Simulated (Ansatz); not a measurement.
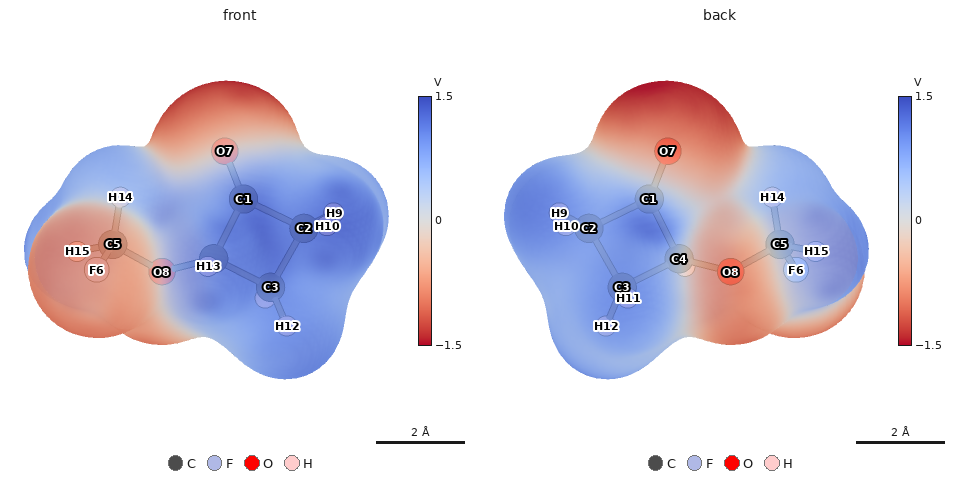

Figure. C₅H₇FO₂. The molecular electrostatic potential painted on the density surface at 0.002 e/bohr³, seen from the front and from behind; red is negative and blue positive.

Geometry: r2SCAN-D4/def2-SVP.

Method: isolated molecule in a Gaussian basis; Kohn-Sham density functional theory, functional PBE0 in Ansatz 0.2.0.

Input file:

```
crystal:
  periodic: [false, false, false]
  atoms:
    - symbol: C
      position_ang: [0.350902, 0.371246, -0.084119]
    - symbol: C
      position_ang: [1.830063, 0.093051, 0.195719]
    - symbol: C
      position_ang: [1.355368, -1.175391, 0.957978]
    - symbol: C
      position_ang: [-0.074301, -0.598374, 1.036909]
    - symbol: C
      position_ang: [-2.373071, -0.919665, 0.835997]
    - symbol: F
      position_ang: [-2.703799, -0.649412, 2.149626]
    - symbol: O
      position_ang: [-0.251980, 0.927212, -0.961292]
    - symbol: O
      position_ang: [-1.119950, -1.494901, 0.761489]
    - symbol: H
      position_ang: [2.480266, -0.023186, -0.684794]
    - symbol: H
      position_ang: [2.266003, 0.858788, 0.859521]
    - symbol: H
      position_ang: [1.354494, -2.062667, 0.307741]
    - symbol: H
      position_ang: [1.845783, -1.413206, 1.911373]
    - symbol: H
      position_ang: [-0.247033, -0.057643, 1.988791]
    - symbol: H
      position_ang: [-2.420382, 0.033384, 0.278926]
    - symbol: H
      position_ang: [-3.087148, -1.658175, 0.439445]
basis:
  gaussian:
    orbitals: def2-SVPD
hamiltonian:
  xc: {name: PBE0}
output:
  forces: true
  orbitals: {seedname: orbitals}
```

Command:

```sh
ansatz run input.yaml --threads 2 --pin off --max-ram 5220MiB --events-out events.jsonl --progress --plain --runs-dir runs
```

### Describe the electrostatic potential map.

The most negative region (about −1.5 V, or −35 kcal/mol for a unit charge) lies over O7, the most positive (about +1.3 V, or +30 kcal/mol for a unit charge) over C1, C2, C4 and H10. O7 is the likeliest acceptor of a hydrogen bond.
